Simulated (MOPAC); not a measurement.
**Run report: TiCl$_{2}$F$_{2}$ (charge +1), geometry relaxation (part 2 of 3)**

Continued. System: TiCl$_{2}$F$_{2}$, charge +1, multiplicity 2. Method: PM6-DH2, unrestricted, dispersion DH2 (MOPAC 23.2.5). The starting geometry was optimised with PM6-DH2.

Geometry of the input (Å):
```
F  -0.2087  -0.1755  1.8058
Ti 0.0293  -0.0294  0.0335
F  1.3903  -1.0228  -0.5827
Cl -1.7724  -0.8053  -0.8974
Cl 0.5537  2.0422  -0.3514
```

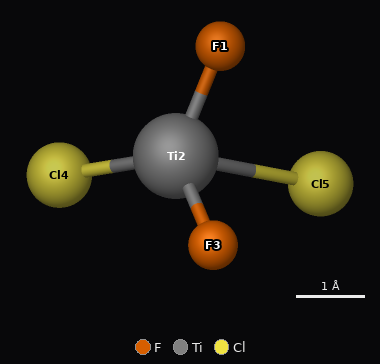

**Figure 1.** The geometry at step 52 of the log (ball-and-stick view, seen at a tilt; atoms are numbered from 1 in the order of the input).

Trajectory as extended XYZ, continued:
```
5
Properties=species:S:1:pos:R:3:forces:R:3 step=18 energy=-0.31277
F    -0.1439    0.0443    1.8154    0.0245  -0.0027  -0.0022
Ti   -0.0487   -0.3910    0.1010   -0.0560   0.0125   0.0184
F     1.5031   -0.8381   -0.6227    0.0365  -0.0056  -0.0022
Cl   -1.8534   -0.7450   -0.9653   -0.0191  -0.0224  -0.0153
Cl    0.5953    2.1060   -0.3397    0.0141   0.0182   0.0013
5
Properties=species:S:1:pos:R:3:forces:R:3 step=19 energy=-0.31301
F    -0.1441    0.0597    1.8084    0.0220  -0.0180  -0.0042
Ti   -0.0527   -0.3950    0.0981   -0.0216   0.0312   0.0029
F     1.5041   -0.8290   -0.6273   -0.0010  -0.0050   0.0146
Cl   -1.8592   -0.7555   -0.9646   -0.0102  -0.0200  -0.0118
Cl    0.6052    2.1034   -0.3286    0.0108   0.0119  -0.0015
5
Properties=species:S:1:pos:R:3:forces:R:3 step=21 energy=-0.31350
F    -0.1283    0.0488    1.8014   -0.0117   0.0284   0.0729
Ti   -0.0653   -0.3761    0.0860   -0.0170  -0.0233  -0.0509
F     1.4962   -0.8342   -0.6103    0.0137   0.0042  -0.0261
Cl   -1.8711   -0.7863   -0.9659    0.0198   0.0142   0.0028
Cl    0.6260    2.1239   -0.3204   -0.0048  -0.0235   0.0013
5
Properties=species:S:1:pos:R:3:forces:R:3 step=23 energy=-0.31396
F    -0.1348    0.0564    1.8045    0.0047   0.0018   0.0113
Ti   -0.0610   -0.3840    0.0906   -0.0094   0.0037  -0.0088
F     1.4993   -0.8302   -0.6191   -0.0063   0.0036  -0.0014
Cl   -1.8668   -0.7757   -0.9657    0.0080  -0.0048  -0.0010
Cl    0.6192    2.1140   -0.3218    0.0031  -0.0043  -0.0001
5
Properties=species:S:1:pos:R:3:forces:R:3 step=24 energy=-0.31373
F    -0.1366    0.0740    1.7960    0.0034  -0.0141  -0.0307
Ti   -0.0692   -0.3768    0.0821    0.0026  -0.0125   0.0414
F     1.4917   -0.8227   -0.6276   -0.0146   0.0066   0.0021
Cl   -1.8732   -0.8047   -0.9629    0.0108   0.0148  -0.0033
Cl    0.6421    2.1163   -0.3022   -0.0022   0.0052  -0.0095
5
Properties=species:S:1:pos:R:3:forces:R:3 step=26 energy=-0.31404
F    -0.1349    0.0617    1.8023    0.0039  -0.0024  -0.0020
Ti   -0.0642   -0.3813    0.0881    0.0005  -0.0038   0.0070
F     1.4962   -0.8274   -0.6219   -0.0113   0.0042   0.0005
Cl   -1.8686   -0.7855   -0.9653    0.0065   0.0034  -0.0033
Cl    0.6270    2.1148   -0.3157    0.0004  -0.0013  -0.0023
5
Properties=species:S:1:pos:R:3:forces:R:3 step=28 energy=-0.31411
F    -0.1326    0.0585    1.8060    0.0024   0.0000   0.0007
Ti   -0.0650   -0.3808    0.0910   -0.0035  -0.0018   0.0016
F     1.4939   -0.8264   -0.6219   -0.0040   0.0022  -0.0016
Cl   -1.8664   -0.7838   -0.9679    0.0042   0.0005  -0.0006
Cl    0.6258    2.1140   -0.3190    0.0009  -0.0010  -0.0003
5
Properties=species:S:1:pos:R:3:forces:R:3 step=29 energy=-0.31413
F    -0.1303    0.0565    1.8095    0.0000   0.0011   0.0012
Ti   -0.0663   -0.3805    0.0938    0.0013  -0.0019  -0.0027
F     1.4913   -0.8247   -0.6227   -0.0014   0.0014  -0.0008
Cl   -1.8643   -0.7829   -0.9707   -0.0006   0.0003   0.0011
Cl    0.6255    2.1131   -0.3216    0.0007  -0.0009   0.0011
5
Properties=species:S:1:pos:R:3:forces:R:3 step=31 energy=-0.31416
F    -0.1322    0.0598    1.8068    0.0029  -0.0025  -0.0008
Ti   -0.0658   -0.3813    0.0921   -0.0038   0.0030   0.0045
F     1.4924   -0.8244   -0.6235   -0.0005  -0.0009  -0.0017
Cl   -1.8657   -0.7845   -0.9689    0.0014   0.0004  -0.0019
Cl    0.6268    2.1129   -0.3188    0.0000   0.0000  -0.0002
5
Properties=species:S:1:pos:R:3:forces:R:3 step=32 energy=-0.31418
F    -0.1311    0.0581    1.8085    0.0016   0.0000   0.0000
Ti   -0.0662   -0.3809    0.0932   -0.0008   0.0004   0.0005
F     1.4916   -0.8242   -0.6233   -0.0008  -0.0005  -0.0014
Cl   -1.8648   -0.7837   -0.9700    0.0001   0.0000  -0.0001
Cl    0.6262    2.1128   -0.3203   -0.0001   0.0000   0.0010
5
Properties=species:S:1:pos:R:3:forces:R:3 step=34 energy=-0.31419
F    -0.1310    0.0588    1.8085    0.0012   0.0002  -0.0006
Ti   -0.0665   -0.3809    0.0934    0.0001   0.0002  -0.0007
F     1.4911   -0.8238   -0.6238   -0.0006  -0.0009  -0.0006
Cl   -1.8648   -0.7844   -0.9703   -0.0003   0.0002   0.0009
Cl    0.6268    2.1127   -0.3199   -0.0004   0.0003   0.0011
5
Properties=species:S:1:pos:R:3:forces:R:3 step=36 energy=-0.31421
F    -0.1312    0.0599    1.8078    0.0015   0.0001  -0.0004
Ti   -0.0667   -0.3808    0.0929    0.0002   0.0001   0.0001
F     1.4909   -0.8239   -0.6242   -0.0005  -0.0009  -0.0009
Cl   -1.8651   -0.7854   -0.9700   -0.0003   0.0005   0.0004
Cl    0.6275    2.1129   -0.3189   -0.0008   0.0002   0.0008
5
Properties=species:S:1:pos:R:3:forces:R:3 step=37 energy=-0.31421
F    -0.1312    0.0608    1.8072    0.0017   0.0002  -0.0001
Ti   -0.0667   -0.3807    0.0925   -0.0003  -0.0001   0.0004
F     1.4908   -0.8242   -0.6244   -0.0004  -0.0010  -0.0011
Cl   -1.8653   -0.7862   -0.9698    0.0000   0.0006   0.0003
Cl    0.6279    2.1132   -0.3179   -0.0010   0.0002   0.0005
5
Properties=species:S:1:pos:R:3:forces:R:3 step=39 energy=-0.31423
F    -0.1306    0.0616    1.8067    0.0017   0.0004  -0.0006
Ti   -0.0664   -0.3807    0.0921    0.0001  -0.0003   0.0009
F     1.4907   -0.8262   -0.6242   -0.0009  -0.0001  -0.0013
Cl   -1.8651   -0.7860   -0.9700   -0.0005   0.0000   0.0002
Cl    0.6269    2.1137   -0.3172   -0.0004   0.0000   0.0008
5
Properties=species:S:1:pos:R:3:forces:R:3 step=40 energy=-0.31425
F    -0.1294    0.0636    1.8060    0.0015  -0.0002  -0.0008
Ti   -0.0662   -0.3806    0.0917    0.0003  -0.0009   0.0018
F     1.4902   -0.8289   -0.6243   -0.0009   0.0003  -0.0014
Cl   -1.8647   -0.7862   -0.9704   -0.0008   0.0006   0.0003
Cl    0.6258    2.1144   -0.3156   -0.0002   0.0003   0.0002
5
Properties=species:S:1:pos:R:3:forces:R:3 step=42 energy=-0.31427
F    -0.1280    0.0654    1.8058    0.0011  -0.0005   0.0000
Ti   -0.0661   -0.3809    0.0919    0.0002  -0.0002  -0.0002
F     1.4895   -0.8311   -0.6246   -0.0004   0.0002  -0.0012
Cl   -1.8641   -0.7860   -0.9713   -0.0009   0.0005   0.0013
Cl    0.6246    2.1147   -0.3146    0.0000   0.0000   0.0002
5
Properties=species:S:1:pos:R:3:forces:R:3 step=44 energy=-0.31430
F    -0.1280    0.0655    1.8057    0.0012  -0.0004   0.0001
Ti   -0.0661   -0.3809    0.0919    0.0002  -0.0002  -0.0002
F     1.4895   -0.8311   -0.6246   -0.0004   0.0000  -0.0014
Cl   -1.8641   -0.7860   -0.9713   -0.0008   0.0004   0.0011
Cl    0.6246    2.1147   -0.3145   -0.0002   0.0001   0.0004
5
Properties=species:S:1:pos:R:3:forces:R:3 step=45 energy=-0.31431
F    -0.1276    0.0663    1.8055    0.0013  -0.0009   0.0001
Ti   -0.0660   -0.3810    0.0919    0.0001   0.0001  -0.0005
F     1.4892   -0.8318   -0.6248   -0.0003   0.0001  -0.0012
Cl   -1.8640   -0.7862   -0.9715   -0.0008   0.0005   0.0013
Cl    0.6243    2.1149   -0.3140   -0.0002   0.0002   0.0003
5
Properties=species:S:1:pos:R:3:forces:R:3 step=47 energy=-0.31434
F    -0.1276    0.0661    1.8055    0.0014  -0.0005  -0.0001
Ti   -0.0660   -0.3809    0.0918    0.0003   0.0000  -0.0001
F     1.4893   -0.8319   -0.6247   -0.0006  -0.0001  -0.0014
Cl   -1.8640   -0.7860   -0.9715   -0.0008   0.0004   0.0011
Cl    0.6242    2.1149   -0.3141   -0.0003   0.0001   0.0006
5
Properties=species:S:1:pos:R:3:forces:R:3 step=49 energy=-0.31438
F    -0.1263    0.0685    1.8048    0.0015  -0.0006  -0.0001
Ti   -0.0657   -0.3810    0.0916    0.0003  -0.0001  -0.0003
F     1.4886   -0.8349   -0.6250   -0.0006   0.0000  -0.0014
Cl   -1.8635   -0.7862   -0.9721   -0.0010   0.0005   0.0014
Cl    0.6229    2.1156   -0.3124   -0.0002   0.0001   0.0003
5
Properties=species:S:1:pos:R:3:forces:R:3 step=50 energy=-0.31440
F    -0.1252    0.0700    1.8041    0.0013  -0.0009   0.0001
Ti   -0.0654   -0.3810    0.0913    0.0002  -0.0005  -0.0002
F     1.4882   -0.8376   -0.6249   -0.0005   0.0006  -0.0016
Cl   -1.8631   -0.7861   -0.9725   -0.0010   0.0007   0.0017
Cl    0.6217    2.1164   -0.3112    0.0001   0.0001   0.0000
5
Properties=species:S:1:pos:R:3:forces:R:3 step=52 energy=-0.31457
F    -0.1254    0.0698    1.8042    0.0023   0.0006  -0.0003
Ti   -0.0654   -0.3810    0.0913    0.0000   0.0000   0.0003
F     1.4883   -0.8371   -0.6250   -0.0009  -0.0008  -0.0023
Cl   -1.8632   -0.7861   -0.9725   -0.0007   0.0002   0.0009
Cl    0.6219    2.1162   -0.3114   -0.0006   0.0001   0.0015
5
Properties=species:S:1:pos:R:3:forces:R:3 step=53 energy=-0.31463
F    -0.1246    0.0718    1.8038    0.0023   0.0001   0.0001
Ti   -0.0655   -0.3812    0.0913    0.0000   0.0007  -0.0007
F     1.4875   -0.8385   -0.6257   -0.0007  -0.0011  -0.0020
Cl   -1.8628   -0.7866   -0.9730   -0.0008   0.0002   0.0014
Cl    0.6215    2.1165   -0.3100   -0.0008   0.0001   0.0013
5
Properties=species:S:1:pos:R:3:forces:R:3 step=55 energy=-0.31518
F    -0.1237    0.0734    1.8032    0.0064   0.0120  -0.0020
Ti   -0.0653   -0.3812    0.0911    0.0000  -0.0018   0.0018
F     1.4870   -0.8406   -0.6258   -0.0046  -0.0095  -0.0041
Cl   -1.8625   -0.7868   -0.9734    0.0008  -0.0016  -0.0014
Cl    0.6206    2.1170   -0.3088   -0.0026   0.0009   0.0057
5
Properties=species:S:1:pos:R:3:forces:R:3 step=57 energy=-0.31556
F    -0.1192    0.0822    1.8004    0.0038   0.0011  -0.0004
Ti   -0.0644   -0.3812    0.0900    0.0005  -0.0003  -0.0008
F     1.4841   -0.8515   -0.6274   -0.0019  -0.0020  -0.0032
Cl   -1.8606   -0.7882   -0.9756   -0.0009   0.0002   0.0017
Cl    0.6166    2.1198   -0.3021   -0.0014   0.0010   0.0026
5
Properties=species:S:1:pos:R:3:forces:R:3 step=58 energy=-0.33648
F    -0.0828    0.1500    1.7755   -0.0381   0.0221  -0.0258
Ti   -0.0551   -0.3777    0.0779    0.1146  -0.0379   0.0086
F     1.4612   -0.9492   -0.6361   -0.0789   0.0329  -0.0081
Cl   -1.8455   -0.7986   -0.9910   -0.0179  -0.0180   0.0061
Cl    0.5808    2.1482   -0.2480    0.0203   0.0009   0.0192
5
Properties=species:S:1:pos:R:3:forces:R:3 step=60 energy=-0.33759
F    -0.1543    0.1947    1.7602    0.0443  -0.0191   0.0078
Ti   -0.0462   -0.3828    0.0802   -0.4126   0.1439   0.0774
F     1.4335   -0.9135   -0.7017    0.3129  -0.0848  -0.1253
Cl   -1.8426   -0.8512   -0.9666    0.0545   0.0065   0.0408
Cl    0.6402    2.1478   -0.2160    0.0009  -0.0465  -0.0007
5
Properties=species:S:1:pos:R:3:forces:R:3 step=62 energy=-0.34604
F    -0.1782    0.1756    1.7662    0.0009  -0.0032  -0.0001
Ti   -0.0880   -0.3778    0.0796    0.1373  -0.0115  -0.0524
F     1.4584   -0.7755   -0.7030   -0.1319   0.0120   0.0402
Cl   -1.8736   -0.8940   -0.9539   -0.0075  -0.0141  -0.0002
Cl    0.7191    2.0978   -0.2314    0.0011   0.0169   0.0125
5
Properties=species:S:1:pos:R:3:forces:R:3 step=63 energy=-0.34769
F    -0.1688    0.1846    1.7619   -0.0009  -0.0084   0.0027
Ti   -0.0816   -0.3750    0.0761    0.0304   0.0165  -0.0025
F     1.4499   -0.8101   -0.7025   -0.0305   0.0017  -0.0009
Cl   -1.8672   -0.8918   -0.9570   -0.0065  -0.0088   0.0037
Cl    0.7045    2.1110   -0.2214    0.0074  -0.0010  -0.0031
5
Properties=species:S:1:pos:R:3:forces:R:3 step=65 energy=-0.35077
F    -0.1814    0.1856    1.7635    0.0048  -0.0004  -0.0008
Ti   -0.0836   -0.3686    0.0767   -0.0237  -0.0029  -0.0040
F     1.4411   -0.8007   -0.7145    0.0094   0.0109  -0.0112
Cl   -1.8656   -0.9069   -0.9535    0.0021  -0.0010   0.0125
Cl    0.7209    2.1112   -0.2179    0.0074  -0.0066   0.0036
5
Properties=species:S:1:pos:R:3:forces:R:3 step=66 energy=-0.35165
F    -0.1835    0.1856    1.7633    0.0022   0.0012   0.0006
Ti   -0.0854   -0.3670    0.0761   -0.0225  -0.0071   0.0016
F     1.4398   -0.7952   -0.7160    0.0146   0.0091  -0.0155
Cl   -1.8660   -0.9111   -0.9525   -0.0031  -0.0018   0.0101
Cl    0.7259    2.1094   -0.2172    0.0088  -0.0014   0.0032
5
Properties=species:S:1:pos:R:3:forces:R:3 step=68 energy=-0.35326
F    -0.1878    0.1869    1.7624   -0.0021  -0.0008  -0.0022
Ti   -0.0879   -0.3668    0.0756    0.0082  -0.0043   0.0011
F     1.4399   -0.7861   -0.7190   -0.0044   0.0130  -0.0082
Cl   -1.8676   -0.9166   -0.9504   -0.0104  -0.0046   0.0065
Cl    0.7336    2.1071   -0.2158    0.0087  -0.0033   0.0028
5
Properties=species:S:1:pos:R:3:forces:R:3 step=70 energy=-0.35414
F    -0.1890    0.1870    1.7623   -0.0037  -0.0014  -0.0032
Ti   -0.0876   -0.3669    0.0755   -0.0149  -0.0004   0.0092
F     1.4395   -0.7846   -0.7195    0.0143   0.0088  -0.0178
Cl   -1.8679   -0.9172   -0.9499   -0.0058  -0.0037   0.0095
Cl    0.7346    2.1066   -0.2157    0.0101  -0.0034   0.0023
5
Properties=species:S:1:pos:R:3:forces:R:3 step=71 energy=-0.35465
F    -0.1905    0.1861    1.7625   -0.0039  -0.0004  -0.0012
Ti   -0.0869   -0.3680    0.0762    0.0000  -0.0017   0.0009
F     1.4411   -0.7838   -0.7197    0.0007   0.0138  -0.0107
Cl   -1.8679   -0.9152   -0.9493   -0.0076  -0.0058   0.0082
Cl    0.7338    2.1060   -0.2170    0.0108  -0.0060   0.0029
5
Properties=species:S:1:pos:R:3:forces:R:3 step=73 energy=-0.35561
F    -0.1927    0.1866    1.7620   -0.0060  -0.0016  -0.0016
Ti   -0.0872   -0.3682    0.0761   -0.0044   0.0004   0.0027
F     1.4413   -0.7802   -0.7209    0.0038   0.0136  -0.0125
Cl   -1.8687   -0.9167   -0.9483   -0.0056  -0.0059   0.0096
Cl    0.7363    2.1049   -0.2167    0.0121  -0.0065   0.0019
5
Properties=species:S:1:pos:R:3:forces:R:3 step=74 energy=-0.35573
F    -0.1927    0.1863    1.7619   -0.0124   0.0069   0.0272
Ti   -0.0889   -0.3678    0.0770    0.1059  -0.0302  -0.0683
F     1.4432   -0.7806   -0.7221   -0.0886   0.0426   0.0357
Cl   -1.8684   -0.9169   -0.9482   -0.0184  -0.0087   0.0052
Cl    0.7366    2.1049   -0.2169    0.0135  -0.0105   0.0003
5
Properties=species:S:1:pos:R:3:forces:R:3 step=76 energy=-0.35716
F    -0.1904    0.1906    1.7619   -0.0203  -0.0095  -0.0108
Ti   -0.0888   -0.3646    0.0752   -0.0341  -0.0315   0.0148
F     1.4367   -0.7818   -0.7231    0.0251   0.0267  -0.0197
Cl   -1.8690   -0.9241   -0.9501    0.0106   0.0199   0.0239
Cl    0.7402    2.1062   -0.2121    0.0187  -0.0056  -0.0081
5
Properties=species:S:1:pos:R:3:forces:R:3 step=78 energy=-0.35759
F    -0.1941    0.1870    1.7608   -0.0232   0.0033   0.0229
Ti   -0.0907   -0.3661    0.0755    0.1059  -0.0234  -0.0518
F     1.4416   -0.7775   -0.7231   -0.0758   0.0469   0.0283
Cl   -1.8693   -0.9223   -0.9470   -0.0240  -0.0090   0.0050
Cl    0.7419    2.1056   -0.2147    0.0171  -0.0179  -0.0044
5
Properties=species:S:1:pos:R:3:forces:R:3 step=79 energy=-0.35799
F    -0.1971    0.1806    1.7626   -0.0184   0.0004   0.0070
Ti   -0.0870   -0.3658    0.0752   -0.0005  -0.0256  -0.0134
F     1.4445   -0.7744   -0.7193   -0.0041   0.0253  -0.0094
Cl   -1.8711   -0.9173   -0.9456    0.0028   0.0006   0.0170
Cl    0.7394    2.1027   -0.2199    0.0202  -0.0007  -0.0012
5
Properties=species:S:1:pos:R:3:forces:R:3 step=81 energy=-0.35819
F    -0.2013    0.1800    1.7630   -0.0084  -0.0008  -0.0124
Ti   -0.0849   -0.3685    0.0760   -0.0149   0.0008   0.0185
F     1.4451   -0.7747   -0.7214    0.0120   0.0207  -0.0154
Cl   -1.8695   -0.9139   -0.9438   -0.0074  -0.0094   0.0076
Cl    0.7380    2.1031   -0.2215    0.0187  -0.0113   0.0016
5
Properties=species:S:1:pos:R:3:forces:R:3 step=83 energy=-0.35837
F    -0.2003    0.1777    1.7646   -0.0125   0.0032  -0.0004
Ti   -0.0855   -0.3699    0.0779    0.0030  -0.0100  -0.0041
F     1.4472   -0.7699   -0.7197   -0.0061   0.0214  -0.0086
Cl   -1.8702   -0.9109   -0.9450   -0.0044  -0.0100   0.0102
Cl    0.7370    2.0999   -0.2249    0.0200  -0.0046   0.0029
5
Properties=species:S:1:pos:R:3:forces:R:3 step=84 energy=-0.35847
F    -0.2016    0.1745    1.7668   -0.0107   0.0014  -0.0090
Ti   -0.0849   -0.3732    0.0802   -0.0082   0.0065   0.0094
F     1.4494   -0.7635   -0.7184    0.0070   0.0106  -0.0169
Cl   -1.8704   -0.9062   -0.9452   -0.0056  -0.0140   0.0088
Cl    0.7360    2.0967   -0.2299    0.0174  -0.0046   0.0077
5
Properties=species:S:1:pos:R:3:forces:R:3 step=86 energy=-0.35865
F    -0.2039    0.1716    1.7678   -0.0099   0.0045  -0.0029
Ti   -0.0844   -0.3742    0.0812   -0.0002   0.0004  -0.0061
F     1.4517   -0.7596   -0.7180   -0.0064   0.0122  -0.0102
Cl   -1.8711   -0.9039   -0.9444   -0.0015  -0.0143   0.0104
Cl    0.7361    2.0948   -0.2329    0.0180  -0.0027   0.0089
```
